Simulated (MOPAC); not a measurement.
## Geometry relaxation, with input and output: SiI4 (charge +1) (part 1 of 2)

- system: SiI4, charge +1, multiplicity 2
- method: AM1, unrestricted (MOPAC 23.2.5)

The starting geometry was optimised with AM1.

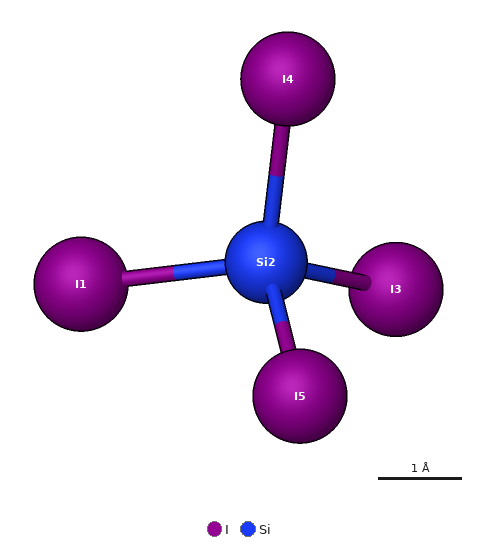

*The starting structure (ball-and-stick view, seen at a tilt; atoms are numbered from 1 in the order of the input).*

Bond lengths as drawn: I–Si 2.42 Å.

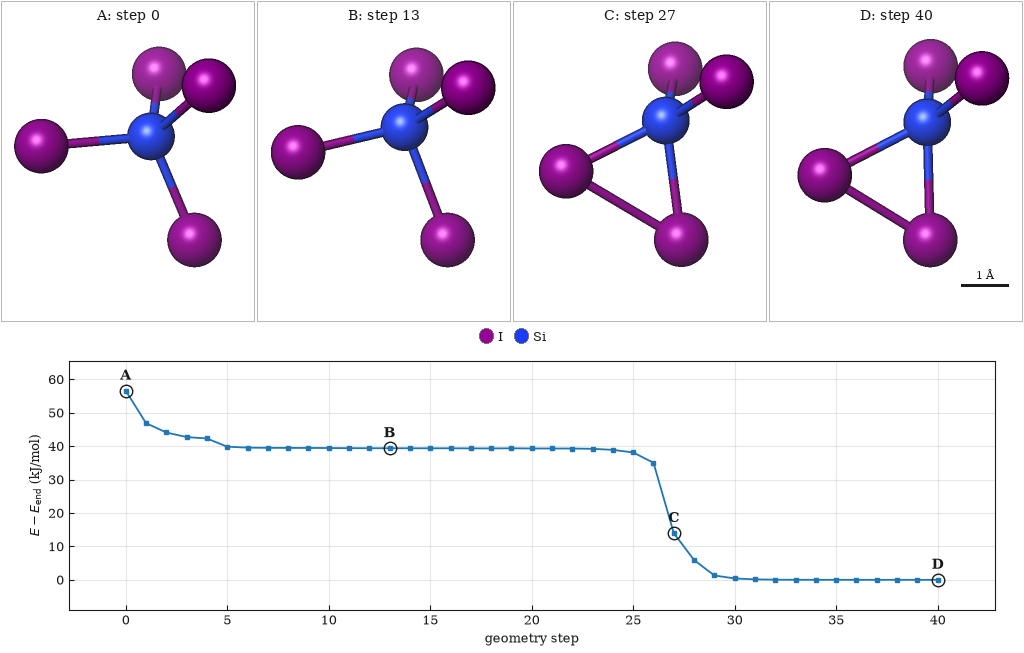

*Frames of the relaxation (ball-and-stick view, seen at a tilt) above the curves, on which the letters mark them (steps are counted from 0).*

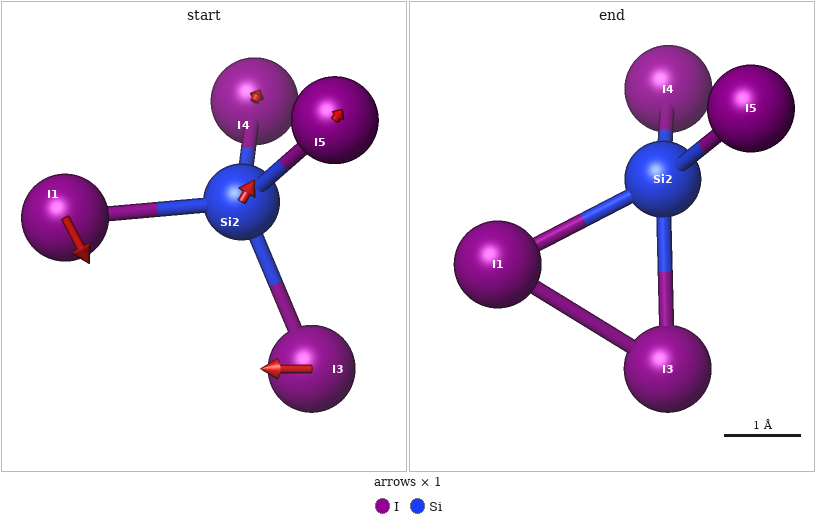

*Before (left) and after (right) the relaxation, at one scale (ball-and-stick view, seen at a tilt). The red arrows give the displacements, at true length.*

The largest moves after the best rigid fit, 0.71 Å, are those of I1 and I3. Largest moves by element: I 0.71 Å, Si 0.35 Å. Among the contacts that change: I1–I3 3.959 → 2.731 Å, I1–Si2 2.425 → 2.513 Å, Si2–I4 2.425 → 2.385 Å, Si2–I5 2.425 → 2.385 Å. New bonds form: I1–I3 (3.96 → 2.73 Å). Among the angles that change: I1–Si2–I3 109.5° → 65.8°, I4–Si2–I5 109.5° → 117.7°, I1–Si2–I4 109.5° → 115.8°. After 40 geometry steps the energy has fallen by 56.6 kJ/mol. The largest force component goes from 1.6 to 0.0011 eV/Å. (Atoms are counted from 1 in the order of the input.)

The input that produced these results follows, with the program's output.

### Input file (input.mop)
```
AM1 DOUBLET CHARGE=1 CYCLES=300 DISP GNORM=0.05 THREADS=1 AUX(PRECISION=6)


I -1.178419 1 0.018513 1 2.123296 1
Si -0.005619 1 -0.000601 1 0.001138 1
I 2.049127 1 -1.268387 1 0.225272 1
I -1.408663 1 -1.028316 1 -1.688455 1
I 0.516468 1 2.274230 1 -0.656210 1
```

Launch command:
```bash
mopac input.mop
```

### What the program printed
```
MOPAC v23.2.5
AM1 CALCULATION RESULTS

 *  AM1        - The AM1 Hamiltonian to be used
 *  DOUBLET    - SPIN STATE DEFINED AS A DOUBLET
 *
 *
 *
 *                 CHARGE ON SYSTEM = +1
 *
 *
 *
 *  THREADS=1  - MULTI-THREADING NOT USED
 *  CYCLES=    - DO A MAXIMUM OF 300 STEPS
 *  GNORM      - EXIT WHEN GRADIENT NORM DROPS BELOW 0.050
 *  AUX        - OUTPUT AUXILIARY INFORMATION
 *  DISP       - PRINT DISPERSION AND HYDROGEN BOND ENERGIES
AM1 DOUBLET CHARGE=1 CYCLES=300 DISP GNORM=0.05 THREADS=1 AUX(PRECISION=6)

   ATOM   CHEMICAL          X               Y               Z
  NUMBER   SYMBOL      (ANGSTROMS)     (ANGSTROMS)     (ANGSTROMS)

     1       I         -1.17841900  *   0.01851300  *   2.12329600  *
     2      Si         -0.00561900  *  -0.00060100  *   0.00113800  *
     3       I          2.04912700  *  -1.26838700  *   0.22527200  *
     4       I         -1.40866300  *  -1.02831600  *  -1.68845500  *
     5       I          0.51646800  *   2.27423000  *  -0.65621000  *

          CARTESIAN COORDINATES

    NO.       ATOM           X           Y           Z

     1         I         -1.1784      0.0185      2.1233
     2        Si         -0.0056     -0.0006      0.0011
     3         I          2.0491     -1.2684      0.2253
     4         I         -1.4087     -1.0283     -1.6885
     5         I          0.5165      2.2742     -0.6562

           Empirical Formula: I4 Si  =     5 atoms

      MOLECULAR POINT GROUP   :   Td

 DOUBLET STATE CALCULATION

          UHF CALCULATION, NO. OF ALPHA ELECTRONS =   16
                           NO. OF BETA  ELECTRONS =   15

          Geometry optimization using EF

          DIAGONAL MATRIX USED AS START HESSIAN

 CYCLE:     1 TIME:   0.039 TIME LEFT:  2.00D  GRAD.:    54.021 HEAT:  231.2467
 CYCLE:     2 TIME:   0.008 TIME LEFT:  2.00D  GRAD.:    25.224 HEAT:  228.9306
 CYCLE:     3 TIME:   0.000 TIME LEFT:  2.00D  GRAD.:    17.755 HEAT:  228.2608
 CYCLE:     4 TIME:   0.008 TIME LEFT:  2.00D  GRAD.:     9.039 HEAT:  227.9329
 CYCLE:     5 TIME:   0.000 TIME LEFT:  2.00D  GRAD.:     7.879 HEAT:  227.8327
 CYCLE:     6 TIME:   0.008 TIME LEFT:  2.00D  GRAD.:     7.417 HEAT:  227.2460
 CYCLE:     7 TIME:   0.000 TIME LEFT:  2.00D  GRAD.:     3.089 HEAT:  227.1781
 CYCLE:     8 TIME:   0.000 TIME LEFT:  2.00D  GRAD.:     2.048 HEAT:  227.1644
 CYCLE:     9 TIME:   0.008 TIME LEFT:  2.00D  GRAD.:     0.801 HEAT:  227.1595
 CYCLE:    10 TIME:   0.000 TIME LEFT:  2.00D  GRAD.:     0.691 HEAT:  227.1570
 CYCLE:    11 TIME:   0.008 TIME LEFT:  2.00D  GRAD.:     1.030 HEAT:  227.1497
 CYCLE:    12 TIME:   0.008 TIME LEFT:  2.00D  GRAD.:     1.273 HEAT:  227.1411
 CYCLE:    13 TIME:   0.000 TIME LEFT:  2.00D  GRAD.:     0.760 HEAT:  227.1359
 CYCLE:    14 TIME:   0.008 TIME LEFT:  2.00D  GRAD.:     0.610 HEAT:  227.1342
 CYCLE:    15 TIME:   0.008 TIME LEFT:  2.00D  GRAD.:     0.877 HEAT:  227.1321
 CYCLE:    16 TIME:   0.000 TIME LEFT:  2.00D  GRAD.:     0.836 HEAT:  227.1305
 CYCLE:    17 TIME:   0.008 TIME LEFT:  2.00D  GRAD.:     0.940 HEAT:  227.1322
 CYCLE:    18 TIME:   0.000 TIME LEFT:  2.00D  GRAD.:     0.357 HEAT:  227.1230
 CYCLE:    19 TIME:   0.008 TIME LEFT:  2.00D  GRAD.:     0.333 HEAT:  227.1222
 CYCLE:    20 TIME:   0.000 TIME LEFT:  2.00D  GRAD.:     1.301 HEAT:  227.1286
 CYCLE:    21 TIME:   0.008 TIME LEFT:  2.00D  GRAD.:     0.445 HEAT:  227.1176
 CYCLE:    22 TIME:   0.008 TIME LEFT:  2.00D  GRAD.:     0.450 HEAT:  227.1165
 CYCLE:    23 TIME:   0.000 TIME LEFT:  2.00D  GRAD.:     0.610 HEAT:  227.1122
 CYCLE:    24 TIME:   0.008 TIME LEFT:  2.00D  GRAD.:     1.275 HEAT:  227.0949
 CYCLE:    25 TIME:   0.000 TIME LEFT:  2.00D  GRAD.:     1.682 HEAT:  227.0175
 CYCLE:    26 TIME:   0.008 TIME LEFT:  2.00D  GRAD.:     3.550 HEAT:  226.8340
 CYCLE:    27 TIME:   0.008 TIME LEFT:  2.00D  GRAD.:     5.579 HEAT:  226.0929
 CYCLE:    28 TIME:   0.000 TIME LEFT:  2.00D  GRAD.:    24.100 HEAT:  221.0629
 CYCLE:    29 TIME:   0.008 TIME LEFT:  2.00D  GRAD.:    14.196 HEAT:  219.1373
 CYCLE:    30 TIME:   0.008 TIME LEFT:  2.00D  GRAD.:    11.378 HEAT:  218.0331
 CYCLE:    31 TIME:   0.008 TIME LEFT:  2.00D  GRAD.:     6.334 HEAT:  217.8217
 CYCLE:    32 TIME:   0.008 TIME LEFT:  2.00D  GRAD.:     4.487 HEAT:  217.7577
 CYCLE:    33 TIME:   0.000 TIME LEFT:  2.00D  GRAD.:     0.683 HEAT:  217.7316
 CYCLE:    34 TIME:   0.008 TIME LEFT:  2.00D  GRAD.:     0.611 HEAT:  217.7257
 CYCLE:    35 TIME:   0.008 TIME LEFT:  2.00D  GRAD.:     0.467 HEAT:  217.7249
 CYCLE:    36 TIME:   0.008 TIME LEFT:  2.00D  GRAD.:     0.227 HEAT:  217.7235
 CYCLE:    37 TIME:   0.008 TIME LEFT:  2.00D  GRAD.:     0.110 HEAT:  217.7233
 CYCLE:    38 TIME:   0.000 TIME LEFT:  2.00D  GRAD.:     0.087 HEAT:  217.7232
 CYCLE:    39 TIME:   0.008 TIME LEFT:  2.00D  GRAD.:     0.074 HEAT:  217.7231
 CYCLE:    40 TIME:   0.000 TIME LEFT:  2.00D  GRAD.:     0.058 HEAT:  217.7231
 CYCLE:    41 TIME:   0.008 TIME LEFT:  2.00D  GRAD.:     0.049 HEAT:  217.7231

     GRADIENT =  0.04909 IS LESS THAN CUTOFF =  0.05000

 -------------------------------------------------------------------------------
 AM1 DOUBLET CHARGE=1 CYCLES=300 DISP GNORM=0.05 THREADS=1 AUX(PRECISION=6)

     GEOMETRY OPTIMISED USING EIGENVECTOR FOLLOWING (EF).
     SCF FIELD WAS ACHIEVED

                              AM1 CALCULATION

          FINAL HEAT OF FORMATION =        217.72305 KCAL/MOL =     910.95323 KJ/MOL

          TOTAL ENERGY            =     -33810.08018 KCAL/MOL = ELECTRONIC ENERGY + CORE-CORE REPULSION
          ENERGY OF ATOMS         =      34027.80323 KCAL/MOL
                              SUM =        217.72305 KCAL/MOL
          DISPERSION ENERGY       =          0.00000 KCAL/MOL
                              SUM =        217.72305 KCAL/MOL = FINAL HEAT OF FORMATION

          TOTAL ENERGY            =      -1466.14384 EV
          ELECTRONIC ENERGY       =      -3139.38110 EV
          CORE-CORE REPULSION     =       1673.23725 EV
          COSMO AREA              =        189.37 SQUARE ANGSTROMS
          COSMO VOLUME            =        205.13 CUBIC ANGSTROMS

          GRADIENT NORM           =          0.04909          =       0.02195 PER ATOM
          IONIZATION POTENTIAL    =         15.237833 EV
          ALPHA SOMO LUMO (EV)    =        -15.532 -8.494
          BETA  SOMO LUMO (EV)    =        -15.238 -8.137
          NO. OF ALPHA ELECTRONS  =         16
          NO. OF BETA  ELECTRONS  =         15
          MOLECULAR WEIGHT        =        535.7035         POINT GROUP:  C2v

          MOLECULAR DIMENSIONS (Angstroms)

            Atom       Atom       Distance
            I     4    I     3     4.14954
            I     5    I     1     3.95715
            I     1    I     3     2.27003

          SCF CALCULATIONS        =         44

          WALL-CLOCK TIME         =      0.242 SECONDS
          COMPUTATION TIME        =      0.186 SECONDS

   ATOM   CHEMICAL          X               Y               Z
  NUMBER   SYMBOL      (ANGSTROMS)     (ANGSTROMS)     (ANGSTROMS)

     1       I         -0.57973828  *  -0.31621817  *   2.09499876  *
     2      Si         -0.12818755  *   0.17248984  *  -0.32858153  *
     3       I          1.64574152  *  -1.21194989  *   0.79070446  *
     4       I         -1.50997560  *  -0.98022413  *  -1.89377192  *
     5       I          0.48014629  *   2.42300365  *  -0.83291563  *

                             CARTESIAN COORDINATES

   1    I       -0.579738282    -0.316218168     2.094998756
   2   Si       -0.128187548     0.172489839    -0.328581529
   3    I        1.645741523    -1.211949889     0.790704456
   4    I       -1.509975604    -0.980224132    -1.893771919
   5    I        0.480146288     2.423003649    -0.832915635

           Empirical Formula: I4 Si  =     5 atoms

      MOLECULAR POINT GROUP   :   C2v

          ALPHA EIGENVALUES
 -40.75404 -36.16842 -35.95103 -35.67972 -21.10323 -19.67989 -19.06858 -18.64203
 -18.46423 -17.17379 -16.78372 -16.46573 -15.86525 -15.81288 -15.57291 -15.53238
  -8.49431  -8.18701  -7.12881  -6.50418

           BETA EIGENVALUES
 -39.25587 -35.99022 -35.49036 -33.62450 -20.19917 -18.94884 -18.80264 -17.89496
 -17.01477 -16.81965 -16.20888 -15.84228 -15.70924 -15.58145 -15.23783  -8.13745
  -7.98233  -7.46047  -7.10311  -6.81715

              NET ATOMIC CHARGES AND DIPOLE CONTRIBUTIONS
```
